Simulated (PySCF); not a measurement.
# C2H4AlBrO (SMILES [Br][Al]1[CH2]O[CH2]1) at 6 levels

We compute a comparison of 6 runs (HF/STO-3G, B3LYP/6-31G*, BP86/def2-SVP, PBE/6-31G**, B2PLYP/def2-SVPD) of C2H4AlBrO. Input form: a Python script.

The results are computed with PySCF 2.14.0.

1 further run of the same task is left out (set aside as unsound or not needed).

## (1) The structure to begin with

C2H4AlBrO: 9 atoms, total charge 0, spin state singlet. As SMILES, `[Br][Al]1[CH2]O[CH2]1`. The coordinates come from a PBE0-D4/def2-TZVP relaxation.

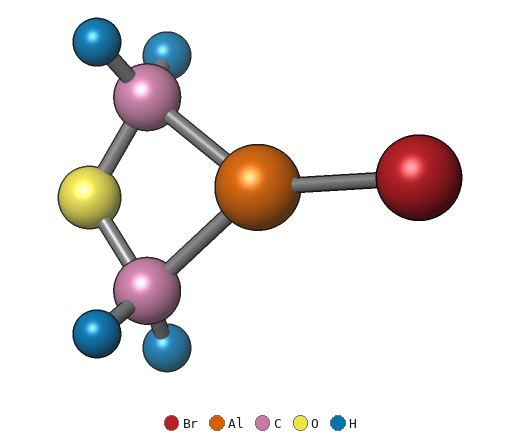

The structure, seen from a chosen angle (bromine red, aluminium orange, carbon pink, oxygen yellow, hydrogen blue).

## (2) Energy and forces at HF/STO-3G (run 1)

input.py reads:

```python
# [Br][Al]1[CH2]O[CH2]1
from pyscf import gto, scf

system = gto.M(
    atom=[
    ('Br', (-2.533600, -0.663200, -2.150300)),
    ('Al', (-0.844300, -0.225400, -0.723000)),
    ('C', (0.922600, 0.606900, -0.621400)),
    ('O', (0.923900, 0.229300, 0.768900)),
    ('C', (-0.287500, -0.458000, 1.137400)),
    ('H', (1.766600, 0.144600, -1.144200)),
    ('H', (1.012400, 1.693700, -0.722900)),
    ('H', (-0.059400, -1.462400, 1.509800)),
    ('H', (-0.812000, 0.088200, 1.928600)),
],
    spin=0,
    basis='sto-3g',
    verbose=3,
    charge=0,
    max_memory=1860,
)

mf = scf.RHF(system)
mf.conv_tol = 1e-10
mf.kernel()
if not mf.converged:
    mf = mf.newton().run(mf.mo_coeff, mf.mo_occ)

e_final = mf.e_tot
print('E = %.10f Eh' % e_final)
grad = mf.nuc_grad_method().kernel()
mf.analyze()
```

Run with:

```console
$ OMP_NUM_THREADS=1 python input.py
```

The log of the run:

```text
converged SCF energy = -2934.72214798417
E = -2934.7221479842 Eh
--------------- RHF gradients ---------------
         x                y                z
0 Br    -0.0218781467    -0.0056741411    -0.0184859680
1 Al    -0.0053146246    -0.0013588011    -0.0045048825
2 C     0.0444719228     0.0181905558     0.0124882538
3 O    -0.0410117145    -0.0104974973    -0.0346335970
4 C     0.0226453403    -0.0009206509     0.0441916094
5 H     0.0013656997    -0.0015351044    -0.0005820519
6 H    -0.0003793913     0.0020979718     0.0004050341
7 H     0.0009339180    -0.0019822388     0.0000811163
8 H    -0.0008330037     0.0016799060     0.0010404857
----------------------------------------------
**** MO energy ****
MO #1   energy= -484.412928192119  occ= 2
MO #2   energy= -63.1427241231417  occ= 2
MO #3   energy= -57.8800521265862  occ= 2
MO #4   energy= -57.6920432416525  occ= 2
MO #5   energy= -57.690568889357   occ= 2
MO #6   energy= -57.6904742317616  occ= 2
MO #7   energy= -20.2108030289255  occ= 2
MO #8   energy= -11.0003957140401  occ= 2
MO #9   energy= -11.000378639824   occ= 2
MO #10  energy= -9.09652290932269  occ= 2
MO #11  energy= -6.84616558690117  occ= 2
MO #12  energy= -6.83712450578498  occ= 2
MO #13  energy= -6.83659664933957  occ= 2
MO #14  energy= -4.80172916183706  occ= 2
MO #15  energy= -3.02865310526836  occ= 2
MO #16  energy= -3.02803047701671  occ= 2
MO #17  energy= -3.02750834611012  occ= 2
MO #18  energy= -2.20112145017808  occ= 2
MO #19  energy= -2.19825370211341  occ= 2
MO #20  energy= -2.19776142255206  occ= 2
MO #21  energy= -2.18931797381253  occ= 2
MO #22  energy= -2.18931082999485  occ= 2
MO #23  energy= -1.25979187767517  occ= 2
MO #24  energy= -0.864404713343914 occ= 2
MO #25  energy= -0.855133246191264 occ= 2
MO #26  energy= -0.770916310057833 occ= 2
MO #27  energy= -0.57324258369425  occ= 2
MO #28  energy= -0.561410072168374 occ= 2
MO #29  energy= -0.503584442130236 occ= 2
MO #30  energy= -0.482086227137336 occ= 2
MO #31  energy= -0.411884068834793 occ= 2
MO #32  energy= -0.346169831233026 occ= 2
MO #33  energy= -0.32121314260259  occ= 2
MO #34  energy= -0.301923491300707 occ= 2
MO #35  energy= -0.300577725235817 occ= 2
MO #36  energy= -0.273378621890276 occ= 2
MO #37  energy= 0.276477382353148  occ= 0
MO #38  energy= 0.281658509680075  occ= 0
MO #39  energy= 0.484452709973948  occ= 0
MO #40  energy= 0.537682261260799  occ= 0
MO #41  energy= 0.704005776246767  occ= 0
MO #42  energy= 0.705458127370888  occ= 0
MO #43  energy= 0.725243526317714  occ= 0
MO #44  energy= 0.755159681569874  occ= 0
MO #45  energy= 0.796957865894284  occ= 0
MO #46  energy= 0.857071152258786  occ= 0
 ** Mulliken atomic charges  **
charge of    0Br =     -0.28695
charge of    1Al =      0.79196
charge of    2C =     -0.16435
charge of    3O =     -0.21377
charge of    4C =     -0.16434
charge of    5H =      0.00938
charge of    6H =      0.00934
charge of    7H =      0.00937
charge of    8H =      0.00935
Dipole moment(X, Y, Z, Debye): -0.57511, -0.14275, -0.48238
```

It took 3.9 s on 1 thread of Intel Xeon at 2.70GHz, shared host; peak memory 0.12 GiB.

## (3) Energy and gradient at B3LYP/6-31G(d) (spherical functions) (run 2)

calc.py reads:

```python
# [Br][Al]1[CH2]O[CH2]1
from pyscf import gto, dft

system = gto.M(
    atom='''
Br  -2.533600  -0.663200  -2.150300
Al  -0.844300  -0.225400  -0.723000
C    0.922600   0.606900  -0.621400
O    0.923900   0.229300   0.768900
C   -0.287500  -0.458000   1.137400
H    1.766600   0.144600  -1.144200
H    1.012400   1.693700  -0.722900
H   -0.059400  -1.462400   1.509800
H   -0.812000   0.088200   1.928600
''',
    max_memory=1860,
    basis='6-31g*',
    verbose=3,
)

myscf = dft.RKS(system)
myscf.xc = 'b3lyp'
myscf.conv_tol = 1e-10
myscf.grids.level = 5
myscf.kernel()
if not myscf.converged:
    myscf = myscf.newton().run(myscf.mo_coeff, myscf.mo_occ)

etot = myscf.e_tot
print('Final energy', etot)
grad = myscf.nuc_grad_method().kernel()
dip = myscf.dip_moment()
pop, q = myscf.mulliken_pop()
```

Run with:

```console
$ OMP_NUM_THREADS=1 python calc.py
```

The log of the run:

```text
converged SCF energy = -2970.16100562566
Final energy -2970.1610056256554
[... 8 lines left out ...]
Dipole moment(X, Y, Z, Debye): -0.09210, -0.01973, -0.07544
[... 71 lines left out ...]
pop of  3 O 3px           0.55212
pop of  3 O 3py           0.64705
pop of  3 O 3pz           0.47836
pop of  3 O 3dxy          0.00517
pop of  3 O 3dyz          0.00380
pop of  3 O 3dz^2         0.00954
pop of  3 O 3dxz          0.00560
pop of  3 O 3dx2-y2       0.00460
pop of  4 C 1s            1.99653
pop of  4 C 2s            0.68528
pop of  4 C 3s            0.56489
pop of  4 C 2px           0.57284
pop of  4 C 2py           0.68458
pop of  4 C 2pz           0.76103
pop of  4 C 3px           0.22952
pop of  4 C 3py           0.29603
pop of  4 C 3pz           0.36437
pop of  4 C 3dxy          0.01282
pop of  4 C 3dyz          0.00745
pop of  4 C 3dz^2         0.00574
pop of  4 C 3dxz          0.00950
pop of  4 C 3dx2-y2       0.01389
pop of  5 H 1s            0.52868
pop of  5 H 2s            0.31637
pop of  6 H 1s            0.52868
pop of  6 H 2s            0.31639
pop of  7 H 1s            0.52866
pop of  7 H 2s            0.31640
pop of  8 H 1s            0.52869
pop of  8 H 2s            0.31637
 ** Mulliken atomic charges  **
charge of    0Br =     -0.24591
charge of    1Al =      0.50632
charge of    2C =     -0.20444
charge of    3O =     -0.47127
charge of    4C =     -0.20446
charge of    5H =      0.15495
charge of    6H =      0.15493
charge of    7H =      0.15494
charge of    8H =      0.15494
```

Wall time 56 s (1 thread of Intel Xeon at 2.70GHz, shared host); peak memory 0.99 GiB.

## (4) Energy and forces at B3LYP/6-31G(d) (Cartesian functions) (run 3)

run.py reads:

```python
from pyscf import gto, dft

system = gto.Mole()
system.atom = '''
Br    -2.533600    -0.663200    -2.150300
Al    -0.844300    -0.225400    -0.723000
C      0.922600     0.606900    -0.621400
O      0.923900     0.229300     0.768900
C     -0.287500    -0.458000     1.137400
H      1.766600     0.144600    -1.144200
H      1.012400     1.693700    -0.722900
H     -0.059400    -1.462400     1.509800
H     -0.812000     0.088200     1.928600
'''
system.basis = '6-31g*'
system.cart = True
system.max_memory = 1860
system.verbose = 3
system.build()

mf = dft.RKS(system, xc='b3lyp')
mf.grids.level = 5
mf.conv_tol = 1e-10
mf.kernel()
if not mf.converged:
    mf = mf.newton().run(mf.mo_coeff, mf.mo_occ)

etot = mf.e_tot
print('Final energy', etot)
grad = mf.nuc_grad_method().kernel()
dip = mf.dip_moment()
pop, q = mf.mulliken_pop()
```

Run with:

```console
$ OMP_NUM_THREADS=1 python run.py
```

The log of the run:

```text
converged SCF energy = -2970.17340775938
Final energy -2970.173407759376
[... 8 lines left out ...]
Dipole moment(X, Y, Z, Debye): -0.10243, -0.02237, -0.08414
[... 78 lines left out ...]
pop of  3  O 3pz          0.47459
pop of  3  O 3dxx         0.00088
pop of  3  O 3dxy         0.00521
pop of  3  O 3dxz         0.00560
pop of  3  O 3dyy        -0.00919
pop of  3  O 3dyz         0.00379
pop of  3  O 3dzz         0.00821
pop of  4  C 1s           1.99188
pop of  4  C 2s           0.69346
pop of  4  C 3s           0.57766
pop of  4  C 2px          0.57342
pop of  4  C 2py          0.68486
pop of  4  C 2pz          0.76161
pop of  4  C 3px          0.22774
pop of  4  C 3py          0.29529
pop of  4  C 3pz          0.36715
pop of  4  C 3dxx        -0.00072
pop of  4  C 3dxy         0.01285
pop of  4  C 3dxz         0.00956
pop of  4  C 3dyy         0.00997
pop of  4  C 3dyz         0.00744
pop of  4  C 3dzz         0.00115
pop of  5  H 1s           0.52844
pop of  5  H 2s           0.31506
pop of  6  H 1s           0.52844
pop of  6  H 2s           0.31508
pop of  7  H 1s           0.52841
pop of  7  H 2s           0.31510
pop of  8  H 1s           0.52845
pop of  8  H 2s           0.31506
 ** Mulliken atomic charges  **
charge of    0Br =     -0.25981
charge of    1Al =      0.53162
charge of    2C =     -0.21330
charge of    3O =     -0.47115
charge of    4C =     -0.21332
charge of    5H =      0.15650
charge of    6H =      0.15648
charge of    7H =      0.15649
charge of    8H =      0.15649
```

Wall time 56 s (1 thread of Intel Xeon at 2.70GHz, shared host); peak memory 1.1 GiB.

Runs 4 to 5 aren't shown in full; the table further down has their settings and results.

## (5) The energy at B2PLYP/def2-SVPD (run 6)

geometry.xyz reads:

```xyz
9
C2H4AlBrO
Br    -2.533600    -0.663200    -2.150300
Al    -0.844300    -0.225400    -0.723000
C      0.922600     0.606900    -0.621400
O      0.923900     0.229300     0.768900
C     -0.287500    -0.458000     1.137400
H      1.766600     0.144600    -1.144200
H      1.012400     1.693700    -0.722900
H     -0.059400    -1.462400     1.509800
H     -0.812000     0.088200     1.928600
```

run.py reads:

```python
from pyscf import gto, dft, mp

mol = gto.M(
    atom='geometry.xyz',
    max_memory=1860,
    basis='def2-svpd',
    verbose=3,
)

ks = dft.RKS(mol)
ks.xc = '0.53*HF + 0.47*B88, 0.73*LYP'
ks.conv_tol = 1e-10
ks.grids.level = 5
ks.kernel()
if not ks.converged:
    ks = ks.newton().run(ks.mo_coeff, ks.mo_occ)

pt = mp.MP2(ks, frozen=17).run()
e_final = ks.e_tot + 0.27 * pt.e_corr
print('PT2 part  %.8f' % (0.27 * pt.e_corr))
print('Final energy', e_final)
ks.analyze()
```

Run with:

```console
$ OMP_NUM_THREADS=1 python run.py
```

The log of the run:

```text
converged SCF energy = -2969.03588056167
[... 10 lines left out ...]
MO #6   energy= -57.0889389700295  occ= 2
[... 13 lines left out ...]
MO #20  energy= -2.86854925822547  occ= 2
[... 13 lines left out ...]
MO #34  energy= -0.330540950318693 occ= 2
[... 13 lines left out ...]
MO #48  energy= 0.117314663233251  occ= 0
[... 13 lines left out ...]
MO #62  energy= 0.269874013947625  occ= 0
[... 13 lines left out ...]
MO #76  energy= 0.419000249056855  occ= 0
[... 13 lines left out ...]
MO #90  energy= 0.564283054751414  occ= 0
[... 13 lines left out ...]
MO #104 energy= 0.826515626775494  occ= 0
[... 13 lines left out ...]
MO #118 energy= 1.16975076514157   occ= 0
[... 13 lines left out ...]
MO #132 energy= 1.97194633457495   occ= 0
[... 13 lines left out ...]
MO #146 energy= 2.63218660043016   occ= 0
[... 13 lines left out ...]
MO #160 energy= 3.92920076694336   occ= 0
[... 10 lines left out ...]
Dipole moment(X, Y, Z, Debye): -0.58898, -0.14733, -0.49455
```

Run time: 57 s. Hardware: 1 thread of Intel Xeon at 2.70GHz, shared host; peak memory 1.2 GiB.

## (6) Overview of the runs

```csv
run,level,integration grid,Cartesian functions,energy (Eh),dipole moment (D),HOMO energy (eV),LUMO energy (eV),wall time
1,HF/STO-3G,–,no,-2934.722148,0.76,-7.44,7.52,3.9 s
2,B3LYP/6-31G* (spherical functions),5,no,-2970.161006,0.12,-6.94,-1.35,56 s
3,B3LYP/6-31G* (Cartesian functions),5,yes,-2970.173408,0.13,-6.95,-1.34,56 s
4,BP86/def2-SVP,5,no,-2970.230603,0.33,-5.75,-1.98,58 s
5,PBE/6-31G** (spherical functions),5,no,-2969.411943,0.13,-5.61,-1.91,62 s
6,B2PLYP/def2-SVPD,5,no,-2969.290883,0.78,-8.85,-0.17,57 s
```

## (7) Summary of results

| quantity | value |
| --- | --- |
| run 6: total energy | -2969.29088 Eh |
| run 6: dipole moment (SCF part) | 0.78 D |
| run 6: HOMO energy (SCF part's orbitals) | -8.85 eV |
| run 6: LUMO energy (SCF part's orbitals) | -0.17 eV |
| run 6: HOMO–LUMO gap (SCF part's orbitals) | 8.68 eV |

The dipole moment (its size) runs from 0.12 D (B3LYP/6-31G*) to 0.78 D (B2PLYP/def2-SVPD). The two ends differ in method and basis. A double hybrid's value is that of its SCF part. The HOMO–LUMO gap runs from 3.70 eV (PBE/6-31G**) to 14.96 eV (HF/STO-3G). Totals of different functionals can't be ranked against each other. In run 1 the basis is minimal, so the values are rough. All runs together took 4.9 min, the longest 62 s.
